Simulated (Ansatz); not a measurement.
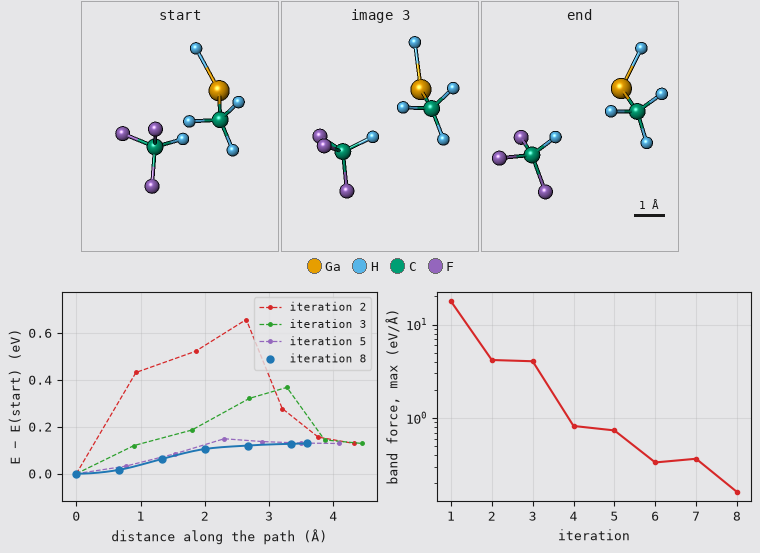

A nudged-elastic-band calculation for C₂H₅F₃Ga (multiplicity 2), made up at the start of CH4Ga and CHF3. Images are numbered from 0 (start) to 6 (end). The plot follows the band through its iterations. Style: ball-and-stick. Shown from a free direction.

The calculation used Ansatz, UKS PBE/def2-SVP. Run with 5 movable images; climbing image; force threshold 0.2 eV/Å; iteration limit 60; starting path through a guess of the saddle point.

Did the band converge, and can the barrier be trusted?

Answer. The run met only a loose threshold, so the barrier can't be trusted yet. The band converged in 8 iterations. The largest component of the band force went from 18 to 0.16 eV/Å. The force threshold is so loose that the height of the top is at best an upper bound. The first iteration put the highest image at 3.182 eV. No barrier shows: the energy is highest at the end, and the end lies 0.129 eV above the start.

Limits of the set-up: the start holds two separate molecules, 2.6 Å apart at their closest, whose relative position is a soft coordinate and is computed without a dispersion correction.
